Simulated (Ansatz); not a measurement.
# Σ5 (210) boundary in fcc Pt, starting shift (0.5, 0.5): structure and resistance, part 3 of 3

Wanted: what the Σ5 (210) boundary in fcc Pt, starting shift (0.5, 0.5) costs an interconnect.

Ansatz 0.2.0; Ansatz plane-wave DFT, PBE, PAW files; relaxation of a bicrystal slab with its lowest layers held; PAW set soft_1 (the session's first sound run).

So far. Step 3 (Transmission across the boundary): Over the solved energies the transmission per spin lies between 1.81 and 2.38, out of 4.58 channels of the lead on average (up to 5.25). Step 4 (Specific resistance): Averaged over the energies near the Fermi level, 46.2 % of the channels pass, which makes 0.563 fΩ m².

## Step 5: Single-crystal slab for reference

This step: Ansatz plane-wave DFT, PBE, PAW files; relaxation of a single-crystal slab with its lowest layers held; PAW set soft_1 (Ansatz 0.2.0).

System of this step: Pt slab, plane (2, 1, 0). The cell holds 22 atoms: 22 Pt. Its edges and angles: a = 4.803 Å, b = 3.922 Å, c = 29.416 Å, α = 90.0°, β = 90.0°, γ = 65.9°. It derives from Pt. Vacuum lies along c.

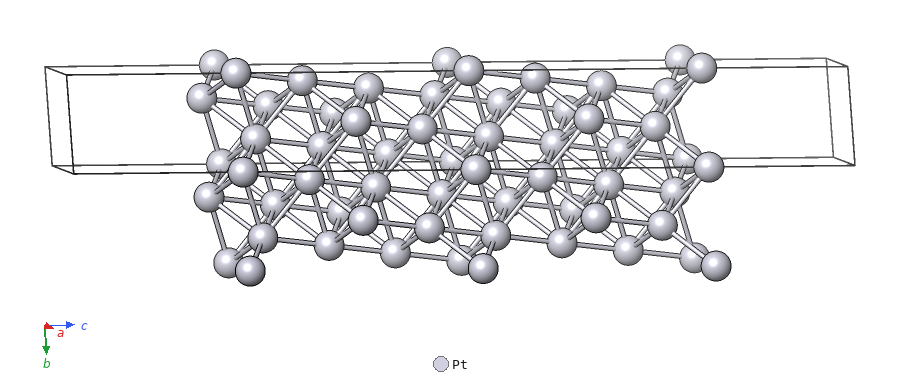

The cell of this step (platinum light grey). 1×2×1 cells are drawn. Some periodic images of atoms are drawn too.

input.yaml reads:

```yaml
crystal:
  lattice:
    - [4.8032044366, 0.0, 0.0]
    - [1.6010681455, 3.58009721, 0.0]
    - [0.0, 0.0, 29.4157639274]
  atoms:
    - { symbol: Pt, position: [0.4, 0.3, 0.1699768876] }
    - { symbol: Pt, position: [0.0, 0.0, 0.1997888327] }
    - { symbol: Pt, position: [0.6, 0.7, 0.2296007779] }
    - { symbol: Pt, position: [0.2, 0.4, 0.259412723] }
    - { symbol: Pt, position: [0.8, 0.1, 0.2892246681] }
    - { symbol: Pt, position: [0.4, 0.8, 0.3190366132] }
    - { symbol: Pt, position: [0.0, 0.5, 0.3488485583] }
    - { symbol: Pt, position: [0.6, 0.2, 0.3786605034] }
    - { symbol: Pt, position: [0.2, 0.9, 0.4084724485] }
    - { symbol: Pt, position: [0.8, 0.6, 0.4382843936] }
    - { symbol: Pt, position: [0.4, 0.3, 0.4680963387] }
    - { symbol: Pt, position: [0.0, 0.0, 0.4979082838] }
    - { symbol: Pt, position: [0.6, 0.7, 0.5277202289] }
    - { symbol: Pt, position: [0.2, 0.4, 0.557532174] }
    - { symbol: Pt, position: [0.8, 0.1, 0.5873441191] }
    - { symbol: Pt, position: [0.4, 0.8, 0.6171560642] }
    - { symbol: Pt, position: [0.0, 0.5, 0.6469680093] }
    - { symbol: Pt, position: [0.6, 0.2, 0.6767799544] }
    - { symbol: Pt, position: [0.2, 0.9, 0.7065918995] }
    - { symbol: Pt, position: [0.8, 0.6, 0.7364038446] }
    - { symbol: Pt, position: [0.4, 0.3, 0.7662157897] }
    - { symbol: Pt, position: [0.0, 0.0, 0.7960277348] }
kpoints:
  mp_grid: { grid: [7, 7, 1] }
hamiltonian:
  xc: pbe
  pseudopotentials: { kind: paw, azcp: { folder: soft_1 } }
scf:
  occupations: { method: fermi_dirac, width: 0.1 }
relax:
  f_tol: 0.03
  max_steps: 80
  constraints: [{ sites: [0, 1, 2, 3] }]
```

Launch:

```bash
ansatz run input.yaml --threads 4 --pin off --max-ram 15360MiB --backend cpu --events-out ev --progress --plain --runs-dir out
```

Numbers of over 12 decimals in the logs are rounded to 6 here.

What it wrote:

```text
Warning: crystal.symmetry: narrowed to the stabiliser of the relax constraints — unitary ops 4 → 2; lowered at sites 0, 1, 2, 3, 18, 19, 20, 21 (the operations that carried what is held of a site onto what its image site leaves free; the constrained walk keeps no symmetry that its constraints do not admit)
[...]
Crystal: 22 atoms, lattice volume = 505.832 Å³
Basis set: ecut = 420 eV, 9823 PW (Γ), exchange–correlation on 72×54×400 points (8 copies of the dense FFT grid, shifted against one another)
Bands: 238, of which v1, the nominal top of the filled ones, is band 198 counted from 1 (197 counted from 0)
Symmetry: 2 space group operations
k-points: 16 of 49 (time reversal used)
[...]
SCF iter   1: F=—  HF=-275547.080053 eV  |F-HF|=—  |Δ(HF+E_count)|=         —  Δρ=7.23e-2  dr2=6.07e1  ethr=3.10e-3  ⟨swp⟩=6.1  Hψ=13861  notcnv=0  defer=113
[...]
SCF iter   9: F=-275539.598824 eV  HF=-275539.598836 eV  |F-HF|=1.22e-5  |Δ(HF+E_count)|=   6.49e-6  Δρ=2.88e-5  dr2=1.32e-5  ethr=5.68e-9  ⟨swp⟩=5.0  Hψ=13587  notcnv=0
SCF 1 converged in 9 iterations: F = -275539.598824 eV  dr2 = 1.32e-5
[...]
relax step   1: F+E_penalty+E_count = -275539.59882385 eV  Δ(F+E_penalty+E_count) = +0.000e0 eV  max|allowed force component| = 1.145e0 eV/Å  Δτ_max = 0.0000 Å  (9 SCF iters, dr2 threshold 2.25e-5 eV, accepted)
[...]
SCF iter   7: F=-275539.798354 eV  HF=-275539.798388 eV  |F-HF|=3.37e-5  |Δ(HF+E_count)|=   2.58e-5  Δρ=4.08e-5  dr2=3.70e-5  ethr=2.07e-8  ⟨swp⟩=2.8  Hψ=14388  notcnv=0
SCF 2 converged in 7 iterations: F = -275539.798354 eV  dr2 = 3.70e-5
relax step   2: F+E_penalty+E_count = -275539.79835422 eV  Δ(F+E_penalty+E_count) = -1.995e-1 eV  max|allowed force component| = 8.829e-1 eV/Å  Δτ_max = 0.1957 Å  (7 SCF iters, dr2 threshold 8.20e-5 eV, accepted)
[...]
SCF iter   8: F=-275539.937334 eV  HF=-275539.937340 eV  |F-HF|=5.31e-6  |Δ(HF+E_count)|=   2.57e-6  Δρ=1.68e-5  dr2=5.69e-6  ethr=1.23e-8  ⟨swp⟩=4.0  Hψ=10532  notcnv=0
SCF 3 converged in 8 iterations: F = -275539.937334 eV  dr2 = 5.69e-6
relax step   3: F+E_penalty+E_count = -275539.93733422 eV  Δ(F+E_penalty+E_count) = -1.390e-1 eV  max|allowed force component| = 3.591e-1 eV/Å  Δτ_max = 0.2000 Å  (8 SCF iters, dr2 threshold 4.87e-5 eV, accepted)
[...]
relax step   4: F+E_penalty+E_count = -275539.97926752 eV  Δ(F+E_penalty+E_count) = -4.193e-2 eV  max|allowed force component| = 4.685e-2 eV/Å  Δτ_max = 0.1840 Å  (8 SCF iters, dr2 threshold 2.13e-5 eV, accepted)
[...]
relax step   5: F+E_penalty+E_count = -275539.97932667 eV  Δ(F+E_penalty+E_count) = -5.915e-5 eV  max|allowed force component| = 6.620e-2 eV/Å  Δτ_max = 0.0436 Å  (9 SCF iters, accepted)
SCF iter   1: F=—  HF=-275539.982650 eV  |F-HF|=—  |Δ(HF+E_count)|=         —  Δρ=1.26e-3  dr2=8.95e-3  ethr=1.76e-5  ⟨swp⟩=2.8  Hψ=6769  notcnv=0  defer=302
[...]
SCF iter   8: F=-275539.980645 eV  HF=-275539.980645 eV  |F-HF|=1.18e-8  |Δ(HF+E_count)|=   1.44e-8  Δρ=1.21e-6  dr2=1.57e-8  ethr=2.53e-11  ⟨swp⟩=4.0  Hψ=10648  notcnv=0
SCF 6 converged in 8 iterations: F = -275539.980645 eV  dr2 = 1.57e-8
relax step   6: F+E_penalty+E_count = -275539.98064515 eV  Δ(F+E_penalty+E_count) = -1.318e-3 eV  max|allowed force component| = 7.979e-3 eV/Å  Δτ_max = 0.0217 Å  (8 SCF iters, accepted)
SCF converged after 8 iterations
Free energy (F): -275539.980645 eV
[...]
Internal energy: -275538.730329 eV  (E = F + TS)
E sigma→0 (E₀):  -275539.355487 eV
Entropy (-TS):   -1.250316 eV (-56.833 meV/atom)
Fermi energy:    13.447660 eV
[...]
--- Forces (eV/Å), atoms counted from 1 ---
  atom   1  Pt    -0.11734000     0.05247604     0.99495163
  atom   2  Pt     0.07301089    -0.03265146    -0.59076067
  atom   3  Pt     0.18058492    -0.08076003    -0.77360717
  atom   4  Pt    -0.12696910     0.05678231     0.37430704
  atom   5  Pt    -0.00111437     0.00049836     0.00023077
  atom   6  Pt    -0.00075650     0.00033832    -0.00059024
  atom   7  Pt     0.00075013    -0.00033547    -0.00031436
  atom   8  Pt     0.00098803    -0.00044186    -0.00098349
  atom   9  Pt     0.00064237    -0.00028727     0.00038449
  atom  10  Pt    -0.00128379     0.00057413    -0.00057111
  atom  11  Pt    -0.00242095     0.00108268     0.00122599
  atom  12  Pt    -0.00137203     0.00061359    -0.00009659
  atom  13  Pt    -0.00050081     0.00022397    -0.00393959
  atom  14  Pt    -0.00039543     0.00017684     0.00325554
  atom  15  Pt    -0.00029636     0.00013254    -0.00512448
  atom  16  Pt     0.00250772    -0.00112149    -0.00230742
  atom  17  Pt    -0.00326216     0.00145888    -0.00181758
  atom  18  Pt    -0.00797899     0.00356831     0.00781272
  atom  19  Pt     0.00225416    -0.00100809     0.00308661
  atom  20  Pt    -0.00061107     0.00027328    -0.00234617
  atom  21  Pt     0.00260732    -0.00116603    -0.00693590
  atom  22  Pt     0.00099173    -0.00044351     0.00414626
  max |Σ_I F_I| component: 3.57e-5 eV/Å
--- Relaxed structure (6 steps of the walk, 6 accepted, 0 SCFs on fresh bases) ---
  F+E_penalty+E_count = -275539.98064515 eV   max|allowed force component| = 7.979e-3 eV/Å
  atoms:
    - { symbol: Pt, position: [0.4, 0.3, 0.169977] }
    - { symbol: Pt, position: [0.0, 0.0, 0.199789] }
    - { symbol: Pt, position: [0.600000, 0.700000, 0.229601] }
    - { symbol: Pt, position: [0.200000, 0.400000, 0.259413] }
    - { symbol: Pt, position: [0.793185, 0.103407, 0.291282] }
    - { symbol: Pt, position: [0.393091, 0.803454, 0.321940] }
    - { symbol: Pt, position: [-0.00410407, 0.502052, 0.351750] }
    - { symbol: Pt, position: [0.595959, 0.202021, 0.383196] }
    - { symbol: Pt, position: [0.196710, 0.901645, 0.413849] }
    - { symbol: Pt, position: [0.799741, 0.600129, 0.444284] }
    - { symbol: Pt, position: [0.401916, 0.299042, 0.475194] }
    - { symbol: Pt, position: [0.00206359, -0.0010318, 0.505804] }
    - { symbol: Pt, position: [0.604284, 0.697858, 0.536916] }
    - { symbol: Pt, position: [0.206882, 0.396559, 0.567009] }
    - { symbol: Pt, position: [0.807491, 0.096254, 0.597985] }
    - { symbol: Pt, position: [0.406676, 0.796662, 0.629076] }
    - { symbol: Pt, position: [0.00761709, 0.496191, 0.659257] }
    - { symbol: Pt, position: [0.613868, 0.193066, 0.690574] }
    - { symbol: Pt, position: [0.209631, 0.895184, 0.719267] }
    - { symbol: Pt, position: [0.790965, 0.604517, 0.754137] }
    - { symbol: Pt, position: [0.401097, 0.299452, 0.784215] }
    - { symbol: Pt, position: [0.010646, -0.00532321, 0.806357] }
```

Elapsed: 11 min, on 4 threads of Arm Neoverse N1, shared host; peak memory 3 GiB; 42 min of CPU time.

Relaxation path:

```tsv
step	energy less that of the first step (eV)	largest force component (eV/Å)
1	0.0000	1.1455
2	-0.1995	0.8829
3	-0.3385	0.3591
4	-0.3804	0.0468
5	-0.3805	0.0662
6	-0.3818	0.0080
```

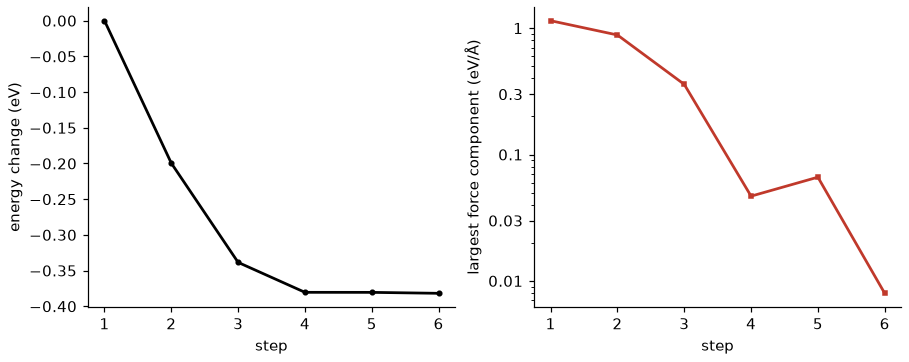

Energy and largest force along the relaxation.

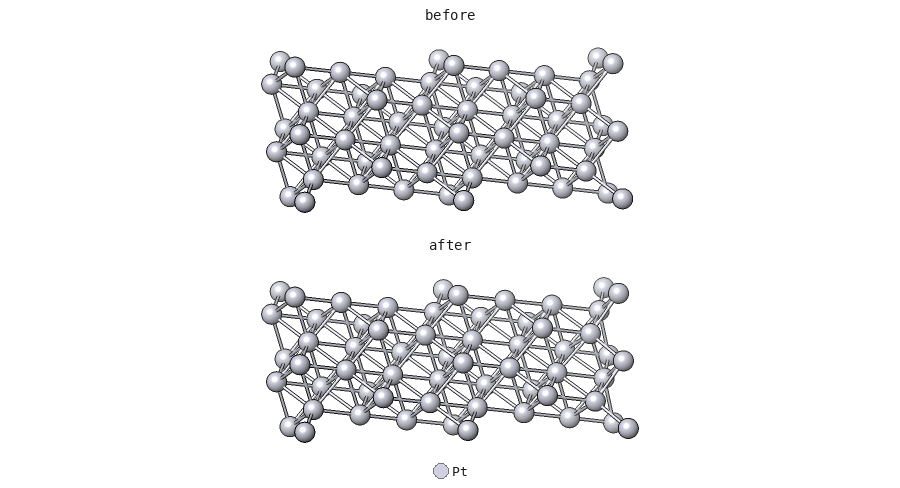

Before and after, at one scale.

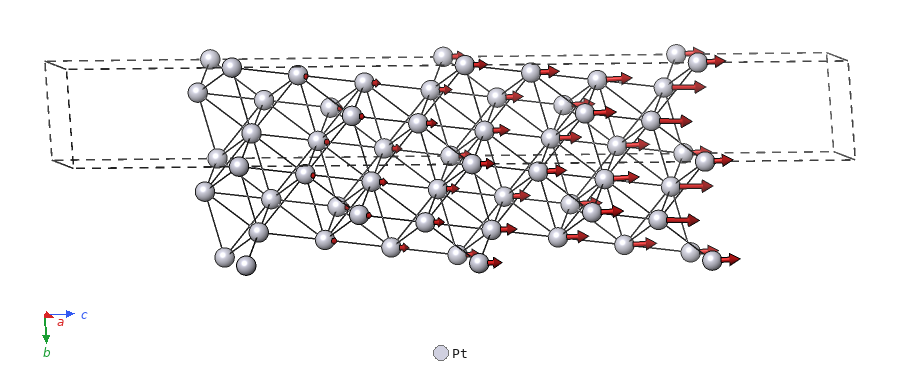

Displacements in the relaxation, exaggerated; the longest in the cell stands for 0.53 Å. 1×2×1 cells are drawn. Some periodic images of atoms are drawn too.

The atoms that moved most (Å):

```tsv
atom	dx	dy	dz	length
Pt21	0.004	-0.002	0.529	0.529
Pt20	-0.036	0.016	0.522	0.523
Pt18	0.056	-0.025	0.406	0.410
Pt19	0.039	-0.017	0.373	0.375
Pt17	0.030	-0.014	0.361	0.363
Pt16	0.027	-0.012	0.351	0.352
Pt15	0.030	-0.013	0.313	0.315
Pt22	0.043	-0.019	0.304	0.307
```

Final coordinates:

```
Pt
1.0
     4.80320    0.00000    0.00000
     1.60107    3.58010    0.00000
     0.00000    0.00000   29.41576
Pt
22
Direct
  0.40000 0.30000 0.16998
  0.00000 0.00000 0.19979
  0.60000 0.70000 0.22960
  0.20000 0.40000 0.25941
  0.79319 0.10341 0.29128
  0.39309 0.80345 0.32194
  0.99590 0.50205 0.35175
  0.59596 0.20202 0.38320
  0.19671 0.90165 0.41385
  0.79974 0.60013 0.44428
  0.40192 0.29904 0.47519
  0.00206 0.99897 0.50580
  0.60428 0.69786 0.53692
  0.20688 0.39656 0.56701
  0.80749 0.09625 0.59799
  0.40668 0.79666 0.62908
  0.00762 0.49619 0.65926
  0.61387 0.19307 0.69057
  0.20963 0.89518 0.71927
  0.79097 0.60452 0.75414
  0.40110 0.29945 0.78421
  0.01065 0.99468 0.80636
```

This step gave:

```yaml
free_energy: -275539.9806 eV
energy_at_zero_smearing: -275539.3555 eV
fermi_energy: 13.45 eV
```

The largest force component on a free atom ends at 0.0080 eV/Å, under the tolerance of 0.03, after 6 steps.

## Step 6: Bulk reference

This step: Ansatz plane-wave DFT, PBE, PAW files; bulk reference; PAW set soft_1 (Ansatz 0.2.0).

System of this step: Pt. Symmetry: Fm-3m, No. 225, cubic system. The conventional cell has a = 3.922 Å, b = 3.922 Å, c = 3.922 Å, α = 90.00°, β = 90.00°, γ = 90.00°. Pt has 12 Pt at 2.77 Å nearest.

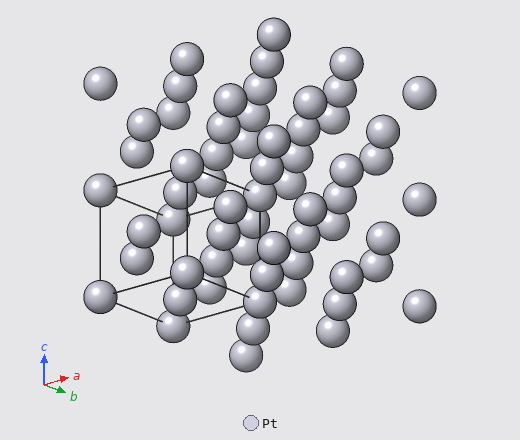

The cell of this step (platinum light grey). 2×2×2 conventional cells are drawn. Some periodic images of atoms are drawn too.

input.yaml, the sections that differ from step 5:

```yaml
crystal:
  lattice:
    - [0.0, 1.9609, 1.9609]
    - [1.9609, 0.0, 1.9609]
    - [1.9609, 1.9609, 0.0]
  atoms:
    - { symbol: Pt, position: [0.0, 0.0, 0.0] }
kpoints:
  mp_grid: { grid: [19, 19, 19] }
# hamiltonian, scf: as in step 5
# relax: removed
```

What it wrote:

```text
[...]
Crystal: 1 atoms, lattice volume = 15.080 Å³
Basis set: ecut = 420 eV, 283 PW (Γ)
Bands: 13, of which v1, the nominal top of the filled ones, is band 9 counted from 1 (8 counted from 0)
Symmetry: 48 space group operations
[...]
k-points: 220 of 6859
[...]
SCF iter   1: F=—  HF=-12525.052212 eV  |F-HF|=—  |Δ(HF+E_count)|=         —  Δρ=8.56e-2  dr2=1.05e0  ethr=3.10e-3  ⟨swp⟩=5.0  Hψ=14701  notcnv=0
[...]
SCF iter   6: F=-12524.721323 eV  HF=-12524.721323 eV  |F-HF|=2.77e-8  |Δ(HF+E_count)|=   2.88e-7  Δρ=1.66e-5  dr2=3.44e-8  ethr=5.56e-10  ⟨swp⟩=1.1  Hψ=7998  notcnv=0
SCF 1 converged in 6 iterations: F = -12524.721323 eV  dr2 = 3.44e-8
[...]
SCF converged after 6 iterations
Free energy (F): -12524.721323 eV
[...]
Internal energy: -12524.667168 eV  (E = F + TS)
E sigma→0 (E₀):  -12524.694245 eV
Entropy (-TS):   -0.054155 eV (-54.155 meV/atom)
Fermi energy:    23.406650 eV
[...]
```

The job ended after 0.98 s (4 threads; peak memory 0.28 GiB).

Numbers from this step:

```yaml
free_energy: -12524.7213 eV
energy_at_zero_smearing: -12524.6942 eV
fermi_energy: 23.41 eV
```

## Step 7: Boundary energy

This step: Ansatz plane-wave DFT, PBE, PAW files; bicrystal less single-crystal slab less bulk atoms, a boundary area; PAW set soft_1 (Ansatz 0.2.0).

Numbers from this step:

```yaml
excess_energy_of_the_cell: 0.9867 eV
boundary_energy: 0.9193 J/m²
```

The boundary costs 0.92 J/m².

By hand: 0.987 eV / 17.20 Å² × 16.02 = 0.919 J/m².

## Step 8: Summary of results

* specific resistance of the boundary: 0.563 fΩ m²
* share of channels that pass: 0.462
* boundary energy: 0.919 J/m²

In words: The boundary has a specific resistance of 0.56 fΩ m² and an energy of 0.92 J/m². The boundary reflects 54 % of the channels; 0.56 fΩ m² is 5.6×10⁻¹² Ω·cm². That equals the resistance of 5.2 nm of bulk Pt at 300 K (measured 10.8 µΩ cm, CRC Handbook of Chemistry and Physics, 84th ed., 2003, Electrical Resistivity of Pure Metals). In the relaxation the upper grain slid sideways by about 0.8 Å, so the result belongs to the position that it found, not to the starting one. One starting structure was relaxed; another shift or atom count at the boundary may lie lower. Spin-orbit coupling is left out, which matters for Pt.

[Logs are printed without paths, hosts, clocks, repeated set-up lines and the standing remarks that a program may print on its own settings, such as how far it seeks lower states.]

[Hosts, paths, dates, database ids (printed as entryN), source tags and the programs' standing remarks are cut or masked in the printed files.]
